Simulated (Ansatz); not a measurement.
# Lattice dynamics of Cu3Hg (built on the sites of a database entry of Li3Hg), part 2 of 2

Aim: the vibrations of Cu3Hg (built on the sites of a database entry of Li3Hg), their spectra, and whether the structure is stable.

Ansatz 0.2.0; DFT PBE+D3(BJ), scalar-relativistic, plane waves, PAW.

So far. Step 4 (Tight relaxation): The forces vanish by symmetry and the pressure is 0.004 GPa, within the tolerances set. The cell now holds 13.63 Å³/atom. Step 5 (Modes at Γ): Before it was imposed, the acoustic sum rule was missed by 9.5e-5 eV/Å². Small misses are needed for a sound result but don't prove that mesh and cutoff are converged. The lowest optical mode is real, 134 cm⁻¹. The relaxed cell has a = 6.020 Å (conventional setting).

The structure was built from a prototype and need not be the compound's stable phase.

### Step 6. The dispersion

Stability and thermal properties need the whole zone. Linear response on a 4×4×4 q mesh gives force constants as far as a supercell of that size would.

Contents of input.yaml:

```yaml
crystal:
  lattice:
    - [0.0, 3.009930578, 3.009930578]
    - [3.009930578, 0.0, 3.009930578]
    - [3.009930578, 3.009930578, 0.0]
  atoms:
    - { symbol: Cu, position: [0.25, 0.25, 0.25] }
    - { symbol: Cu, position: [0.75, 0.75, 0.75] }
    - { symbol: Cu, position: [0.5, 0.5, 0.5] }
    - { symbol: Hg, position: [0.0, 0.0, 0.0] }
kpoints:
  mp_grid: { grid: [12, 12, 12] }
hamiltonian:
  xc: pbe
  dispersion: d3bj
scf:
  occupations: { method: methfessel_paxton, width: 0.2 }
output:
  eigenvalues: true
phonons:
  method: dfpt
  qmesh: [4, 4, 4]
  temperatures: { t_max: 1000, t_step: 50 }
  qpath:
    path:
      - [[0.0, 0.0, 0.0], [0.5, 0.0, 0.5], [0.625, 0.25, 0.625]]
      - [[0.375, 0.375, 0.75], [0.0, 0.0, 0.0], [0.5, 0.5, 0.5], [0.5, 0.25, 0.75], [0.5, 0.0, 0.5]]
    npoints: 10
```

Command:

```sh
$ ansatz run input.yaml --threads 8 --pin off --max-ram 14336MiB --backend cpu --events-out ev --progress --plain --runs-dir out
```

Numbers of over 12 decimals in the logs are rounded to 6 here.

Output:

```text
[...]
Crystal: 4 atoms, lattice volume = 54.538 Å³
Basis set: ecut = 420 eV, 1067 PW (Γ), exchange–correlation on 60×60×60 points (8 copies of the dense FFT grid, shifted against one another)
Bands: 47, of which v1, the nominal top of the filled ones, is band 39 counted from 1 (38 counted from 0)
Symmetry: 48 space group operations
k-points: 72 of 1728
[...]
SCF iter   1: F=—  HF=-33690.544001 eV  |F-HF|=—  |Δ(HF+E_count)|=         —  Δρ=1.51e-3  dr2=6.87e-4  ethr=1.77e-3  ⟨swp⟩=5.4  Hψ=10731  notcnv=0  defer=15
[...]
SCF iter  10: F=-33690.545097 eV  HF=-33690.545097 eV  |F-HF|=7.28e-12  |Δ(HF+E_count)|=  2.18e-11  S|Δr|=    0.00e0  Δρ=8.72e-8  dr2=3.10e-12  ethr=1.00e-12  ⟨swp⟩=7.9  Hψ=18036  notcnv=0
SCF 1 converged in 10 iterations: F = -33690.545097 eV  dr2 = 3.10e-12
[...]
phonons: the bands overlap, so this run is a metal and interpolates without the dipole-dipole term. If the crystal is really an insulator or semiconductor, its LO-TO splitting is missing
NSCF: frozen V_eff on 72 k-points
[...]
DFPT response loops at q = (0, 0, 0) (fractional): preconditioner auto → Kerker (q_TF=auto, 2.890 Å⁻¹) (partly filled bands, converged f_vac=0.000); β = 1.00, the filter's whole step (`scf.mixing.beta` (0.50) is not read by the response loops under this deck's `scf.mixing.preconditioner`; to damp them name `kerker` or `kerker_dos`, under which they read `scf.mixing.beta`, and type it under 1.00, their step now; both keys bind the ground state too); Broyden in place of MSR1
[...]
SCF converged after 10 iterations
[...]
Free energy (F): -33690.545097 eV
[...]
Internal energy: -33690.541437 eV  (E = F + TS)
E sigma→0 (E₀):  -33690.544182 eV
Entropy (-TS):   -0.003660 eV (-0.915 meV/atom)
Fermi energy:    17.879618 eV
[...]
--- Band table (eV; the first three rows and the last of 72) ---
  k-point 0: bands = [... 35 lower, 15.9019, 15.9019, 22.4863, 23.0553, 23.0553, 23.0553, 23.0606, 23.9916, ... 4 higher]
  k-point 1: bands = [... 35 lower, 15.8929, 15.8929, 21.2688, 22.6235, 22.7015, 22.7015, 23.4930, 24.2349, ... 4 higher]
  k-point 2: bands = [... 35 lower, 15.8698, 15.8698, 19.6153, 22.2268, 22.2268, 22.4028, 23.7556, 23.8904, ... 4 higher]
  k-point 71: bands = [... 35 lower, 15.9559, 15.9634, 16.1894, 16.3101, 16.3101, 24.1487, 24.6009, 24.8733, ... 4 higher]
--- Phonons (Γ-DFPT): 3 representative perturbations + reference (Σ response iterations 12) ---
  ASR residual: 4.623e-5 → 0.000e0 eV/Å²; symmetrization residual: 1.655e-5 eV/Å²
[...]
ASR residual per site (eV/Å²): 4.62e-5 4.62e-5 1.42e-5 5.16e-6
[...]
--- Phonons (arbitrary-q DFPT): 8 irreducible q on the 4×4×4 mesh ---
  q = [0.0000, 0.0000, 0.0000] (star 1, of the zone-centre solve; hermiticity 3.63e-6, symmetrization 4.24e-12): -0.00 0.00 0.00 134.00 134.00 134.00 154.51 154.51 154.51 193.59 193.59 193.59
  q = [0.0000, 0.0000, 0.2500] (star 8, 3 solved perturbations on 936 of 1728 k-point pairs; hermiticity 3.48e-6, symmetrization 2.09e-12): 27.60 27.60 70.69 110.63 110.63 115.95 169.68 169.68 172.26 190.17 192.67 192.67
[...]
q = [0.0000, 0.2500, 0.2500] (star 6, 6 solved perturbations in 2412 linear systems a pass and spin channel, the states on 510 of 1728 k-point pairs; hermiticity 2.09e-6, symmetrization 7.54e-13): 36.03 36.03 85.28 98.74 98.74 124.69 155.21 178.65 178.65 184.59 195.11 195.11
[...]
sum rule: each row above includes the acoustic sum rule's correction from the zone centre's row sums; it moved no ω² by more than (0.44 cm⁻¹)²
  mesh force constants: q→R imaginary residual 4.94e-18; ASR residual 4.623e-5 → 0.000e0 eV/Å²; symmetrization residual 7.105e-15 eV/Å²
  interpolated dispersion: 62 rows × 12 modes
  density of states and harmonic sums: on the 20×20×20 q-mesh, interpolated from the force constants of a 4×4×4 supercell (no non-analytic term)
  largest difference from the sums on the solved wave vectors: F 8.25e-2 eV, S 1.01e-4 and C_V 1.93e-5 eV/K
  zero-point energy: 0.096788 eV/cell   skipped modes (ω ≤ 0): 152, of them read as no rigid motion or as one in doubt: 149 (5.760e-1 modes/cell left out, lowest -35.17 cm⁻¹)   left out of the sums: 4.80e-2 of the cell's modes: C_V's classical limit lies that fraction below 3 k_B per atom; for a crystal, a wire or a layer, F and S can be off by more, and a phonons.interpolated_qmesh denser along its periods is the remedy for the sampling
```

Elapsed: 17 min, on 8 threads of Arm Neoverse V2, shared host; peak memory 8.7 GiB.

Numbers from this step:

| Quantity | Value |
| --- | --- |
| sum-rule residual before enforcement | 4.62e-5 eV/Å² |
| lowest frequency on the path | -35.24 cm⁻¹ |
| highest frequency on the path or at a solved wavevector | 212.9 cm⁻¹ |
| lowest mode on the q mesh (acoustic modes at Γ apart) | -34.98 cm⁻¹ |

Frequencies (cm⁻¹) solved at each irreducible wavevector; negative means imaginary. Frequencies by wavevector, by row:

| q in reciprocal lattice units | star | mode 1 | mode 2 | mode 3 | mode 4 | mode 10 | mode 11 | mode 12 |
| --- | --- | --- | --- | --- | --- | --- | --- | --- |
| 0 0 0 | 1 | 0 | 0 | 0 | 134 | 193.6 | 193.6 | 193.6 |
| 0 0 0.25 | 8 | 27.6 | 27.6 | 70.7 | 110.6 | 190.2 | 192.7 | 192.7 |
| 0 0 -0.5 | 4 | 38.4 | 38.4 | 79.8 | 96.5 | 183.9 | 188.3 | 188.3 |
| 0 0.25 0.25 | 6 | 36 | 36 | 85.3 | 98.7 | 184.6 | 195.1 | 195.1 |
| 0 0.25 -0.5 | 24 | -14.2 | 38.7 | 78.2 | 109.6 | 191.2 | 198.7 | 204.6 |
| 0 0.25 -0.25 | 12 | -24.1 | 58.2 | 58.4 | 111.1 | 193.5 | 197 | 199.9 |
| 0 -0.5 -0.5 | 3 | -35 | -35 | 112.2 | 122 | 166 | 212.9 | 212.9 |
| 0.25 -0.5 -0.25 | 6 | -18.9 | 64.8 | 64.8 | 94.6 | 195.7 | 195.7 | 200.1 |

Interpolated from a 4×4×4 q mesh. Phonon branches along the path, in cm⁻¹:

| point | branch 1 | branch 2 | branch 3 | branch 4 | branch 9 | branch 10 | branch 11 | branch 12 |
| --- | --- | --- | --- | --- | --- | --- | --- | --- |
| Γ | 0 | 0 | 0 | 134 | 154 | 194 | 194 | 194 |
| X | -35 | -35 | 112 | 122 | 163 | 166 | 213 | 213 |
| U | -35 | 40 | 92 | 107 | 182 | 186 | 199 | 209 |
| jump to K | -35 | 40 | 92 | 107 | 182 | 186 | 199 | 209 |
| Γ | 0 | 0 | 0 | 134 | 154 | 194 | 194 | 194 |
| L | 38 | 38 | 80 | 96 | 179 | 184 | 188 | 188 |
| W | -19 | 65 | 65 | 95 | 189 | 196 | 196 | 200 |
| X | -35 | -35 | 112 | 122 | 163 | 166 | 213 | 213 |

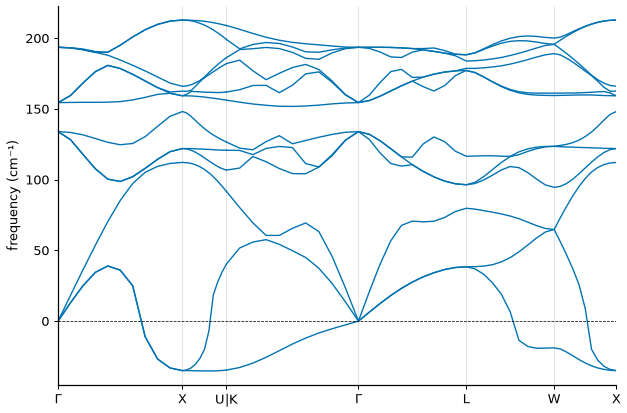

Phonon branches along the path.

The phonon density of states has structure finer than the step of the table below, so its rows give means over 10 cm⁻¹, whole bins alone (the curve runs from -35 to 213 cm⁻¹). Peaks (cm⁻¹: height): 39.0: 0.0586, 69.0: 0.0741, 117.0: 0.146, 163.0: 0.170, 193.0: 0.199.

Tetrahedra on a 20×20×20 mesh, mean over bins of 2 cm-1. Interpolated from a 4×4×4 q mesh. Phonon density of states against wavenumber; means over each step:

| wavenumber (cm⁻¹) | phonon density of states (1/cm⁻¹/cell) |
| --- | --- |
| -30 | 0.0176 |
| -20 | 0.0229 |
| -10 | 0.0110 |
| 0 | 0.00916 |
| 10 | 0.0125 |
| 20 | 0.0223 |
| 30 | 0.0271 |
| 40 | 0.0450 |
| 50 | 0.0298 |
| 60 | 0.0131 |
| 70 | 0.0516 |
| 80 | 0.0219 |
| 90 | 0.00831 |
| 100 | 0.0483 |
| 110 | 0.0868 |
| 120 | 0.109 |
| 130 | 0.0567 |
| 140 | 0.00608 |
| 150 | 0.0150 |
| 160 | 0.129 |
| 170 | 0.0918 |
| 180 | 0.0741 |
| 190 | 0.138 |
| 200 | 0.122 |

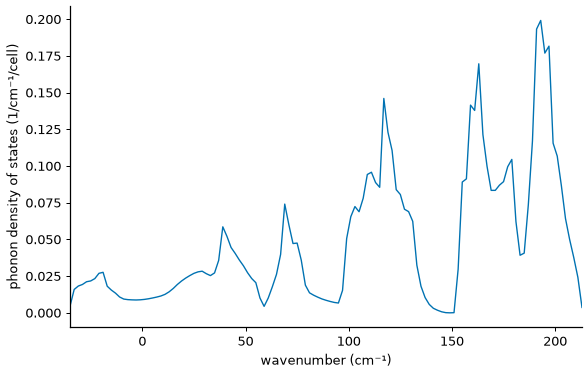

Phonon density of states against wavenumber.

The partial phonon density of states has structure finer than the step of the table below, so its rows give means over 20 cm⁻¹, whole bins alone (the curve runs from -45.2 to 229 cm⁻¹). Peaks (cm⁻¹: height): Cu 70.4: 0.0237, 118.7: 0.101, 161.8: 0.148, 192.8: 0.148; Hg -17.6: 0.0160, 39.3: 0.0338, 70.4: 0.0358, 116.9: 0.0243, 194.6: 0.0411.

Phonopy on the run's constants, 17x17x17 mesh, Gaussian sigma 2.0 cm-1. Interpolated from a 4×4×4 q mesh. The partial phonon density of states by wavenumber; means over each step; values in 1/cm⁻¹/cell:

| wavenumber (cm⁻¹) | Cu | Hg |
| --- | --- | --- |
| -20 | 0.00851 | 0.0124 |
| 0 | 0.00257 | 0.00354 |
| 20 | 0.00931 | 0.0138 |
| 40 | 0.0134 | 0.0240 |
| 60 | 0.0103 | 0.0157 |
| 80 | 0.0106 | 0.0157 |
| 100 | 0.0406 | 0.00622 |
| 120 | 0.0783 | 0.0160 |
| 140 | 0.0132 | 0.00181 |
| 160 | 0.0935 | 0.00247 |
| 180 | 0.0749 | 0.00828 |
| 200 | 0.0898 | 0.0267 |

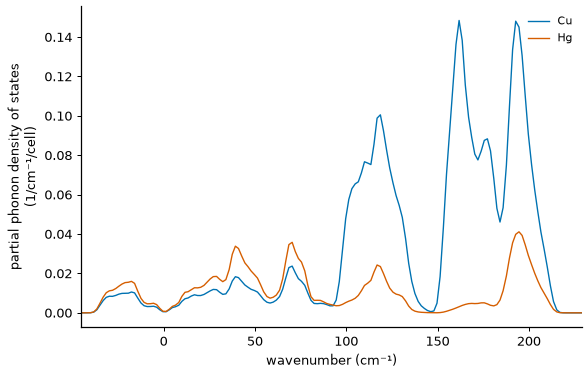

Partial phonon density of states against wavenumber.

Symmetry leaves 8 wavevectors to solve. The lowest mode among them, the acoustic zeros apart, lies at q = (0, -0.5, -0.5) and is imaginary, 35.0i cm⁻¹, so the energy falls along it.

### Step 7. Another isotope

An isotope changes the mass and not the force constants, so no new electronic calculation is needed; the shifts show which modes move this element.

The same force constants with the mass of Cu changed from 63.546 to 64.928 u (phonopy, no LO-TO term). Both lists are sorted by frequency; levels can cross, so a row need not hold one and the same mode. Modes under 3 cm⁻¹ are left out. Isotope shifts, by row, the first 40 of 45 rows:

| q | rank | natural mass (cm⁻¹) | changed mass (cm⁻¹) |
| --- | --- | --- | --- |
| 0 0 0 | 4 | 134 | 133 |
| 0 0 0 | 5 | 134 | 133 |
| 0 0 0 | 6 | 134 | 133 |
| 0 0 0 | 7 | 154.5 | 152.9 |
| 0 0 0 | 8 | 154.5 | 152.9 |
| 0 0 0 | 9 | 154.5 | 152.9 |
| 0 0 0 | 10 | 193.6 | 191.9 |
| 0 0 0 | 11 | 193.6 | 191.9 |
| 0 0 0 | 12 | 193.6 | 191.9 |
| 0 0 0.25 | 1 | 27.6 | 27.48 |
| 0 0 0.25 | 2 | 27.6 | 27.48 |
| 0 0 0.25 | 3 | 70.69 | 70.45 |
| 0 0 0.25 | 4 | 110.6 | 109.6 |
| 0 0 0.25 | 5 | 110.6 | 109.6 |
| 0 0 0.25 | 6 | 116 | 114.8 |
| 0 0 0.25 | 7 | 169.7 | 168 |
| 0 0 0.25 | 8 | 169.7 | 168 |
| 0 0 0.25 | 9 | 172.3 | 170.5 |
| 0 0 0.25 | 10 | 190.2 | 188.6 |
| 0 0 0.25 | 11 | 192.7 | 191.1 |
| 0 0 0.25 | 12 | 192.7 | 191.1 |
| 0 0 -0.5 | 1 | 38.42 | 38.29 |
| 0 0 -0.5 | 2 | 38.42 | 38.29 |
| 0 0 -0.5 | 3 | 79.8 | 79.57 |
| 0 0 -0.5 | 4 | 96.45 | 95.41 |
| 0 0 -0.5 | 5 | 96.45 | 95.41 |
| 0 0 -0.5 | 6 | 116.6 | 115.4 |
| 0 0 -0.5 | 7 | 177.2 | 175.3 |
| 0 0 -0.5 | 8 | 177.2 | 175.3 |
| 0 0 -0.5 | 9 | 178.7 | 176.7 |
| 0 0 -0.5 | 10 | 183.9 | 182.5 |
| 0 0 -0.5 | 11 | 188.3 | 187 |
| 0 0 -0.5 | 12 | 188.3 | 187 |
| 0 0.25 0.25 | 1 | 36.03 | 35.9 |
| 0 0.25 0.25 | 2 | 36.03 | 35.9 |
| 0 0.25 0.25 | 3 | 85.28 | 84.97 |
| 0 0.25 0.25 | 4 | 98.74 | 97.69 |
| 0 0.25 0.25 | 5 | 98.74 | 97.69 |
| 0 0.25 0.25 | 6 | 124.7 | 123.6 |
| 0 0.25 0.25 | 7 | 155.2 | 153.6 |

A mode of this element alone would shift by -1.07 %. The highest zone-centre frequency without the field goes from 193.6 to 191.9 cm⁻¹ (-0.9 %). The product of the frequency ratios over all optical modes at Γ is 0.922; the product rule, (m/m′)^(3k/2) (M′/M)^(3/2) with k = 3 such atoms and M the mass of the cell, gives 0.922.

### Step 8. Results

| Property | Result |
| --- | --- |
| space group after relaxation (within 0.01 Å) | Fm-3m |
| volume per atom | 13.6 Å³ |
| electronic character | no gap on this mesh |
| highest optical mode at the zone centre (no LO-TO term) | 194 cm⁻¹ |
| lowest optical zone-centre mode | 134 cm⁻¹ |
| lowest mode on the q mesh (acoustic modes at Γ apart) | -35.0 cm⁻¹ |
| highest frequency on the path or at a solved wavevector | 213 cm⁻¹ |
| imaginary modes on the 4×4×4 q mesh | yes |

What this shows: Modes are clearly imaginary (beyond 10i cm⁻¹) at 4 of the 8 irreducible wavevectors, most at q = (0, -0.5, -0.5) (35.0i cm⁻¹), so this structure is not a minimum of the energy. The optical modes at Γ span 134 to 194 cm⁻¹. The highest mode in this list at Γ, 193.6 cm⁻¹, is mostly motion of Cu (82 % of the kinetic energy). With no gap, or one that is small against the smearing, the frequencies hang on the k mesh and the smearing, most of all near Kohn anomalies. The phonon runs are without spin polarisation, although the cell has an odd electron count. Spin-orbit coupling is left out, which can matter for the heavy elements here. In the phonons the program treats the change of the C6 weights of the dispersion term with coordination only in part. The starting cell was built on a prototype and not taken from a measurement, so the phase need not exist. These are harmonic frequencies at zero temperature: anharmonic shifts, linewidths and thermal expansion are left out.

[Logs are printed without paths, hosts, clocks, repeated set-up lines and the standing remarks that a program may print on its own settings, such as how far it seeks lower states.]

[Hosts, paths, dates, database ids (printed as entryN), source tags and the programs' standing remarks are cut or masked in the printed files.]
